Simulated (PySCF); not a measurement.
Potential energy curve for SMILES [GeH3][CH3] (CH₆Ge). The C1–Ge5 bond (C1 also carries H, H, H; Ge5 carries H, H, H) is varied alone, starting from the PBE0/def2-TZVP optimised geometry.

```
8

C      0.0000     0.0000     0.0000
H     -0.8858    -0.5114    -0.3782
H      0.8858    -0.5114    -0.3782
H      0.0000     1.0229    -0.3782
Ge     0.0000     0.0000     1.9533
H      0.0007    -1.4425     2.4910
H      1.2488     0.7219     2.4910
H     -1.2496     0.7206     2.4910
```

- RHF/6-31G* = restricted Hartree-Fock/6-31G*, spherical d run with PySCF
- UKS-PBE = unrestricted PBE/cc-pVDZ in PySCF 2.14.0
- UHF/LANL2DZ = unrestricted Hartree-Fock/LANL2DZ, with its core potentials past Ne in PySCF

Energies are in mEh, each relative to the lowest point of its own curve near equilibrium.

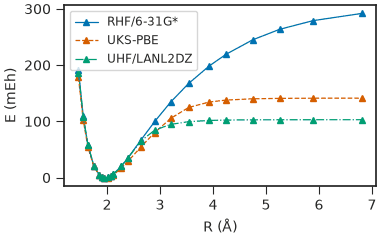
*Energy against bond length for each method.*

```
R / Å  RHF/6-31G*  UKS-PBE  UHF/LANL2DZ
-----  ----------  -------  -----------
1.46        190.8    178.1        186.7
1.55        109.8    102.3        108.3
1.64         57.8     53.9         57.5
1.75         21.2     20.0         21.4
1.85          5.2      5.0          5.3
1.90          1.5      1.5          1.6
1.95          0.0      0.0          0.0
2.01          0.5      0.2          0.4
2.07          3.0      2.2          2.8
2.12          6.2      4.9          6.0
2.27         20.4     16.8         20.0
2.40         35.8     29.5         35.3
2.64         66.8     54.6         65.2
2.90         99.9     80.2         84.4
3.20        134.2    105.1         94.6
3.54        167.4    124.7         99.5
3.93        198.6    134.4        101.6
4.25        219.4    137.8        102.3
4.75        245.0    140.1        102.7
5.26        263.7    140.9        102.9
5.89        279.0    141.2        102.9
6.81        291.9    141.2        103.0
```

At the longest distance, 6.81 Å, RHF/6-31G* lies highest above its minimum (291.9 mEh) and UHF/LANL2DZ lowest (103.0 mEh).

The restricted form behind RHF/6-31G* keeps the bonding electrons paired and can't separate into open-shell fragments. The unrestricted determinant behind UKS-PBE is spin-contaminated at 3.54 to 6.81 Å (<S²> up to 1.0, against 0.00 for a pure singlet). The unrestricted determinant behind UHF/LANL2DZ is spin-contaminated at 2.64 to 6.81 Å (<S²> up to 1.0, against 0.00 for a pure singlet).
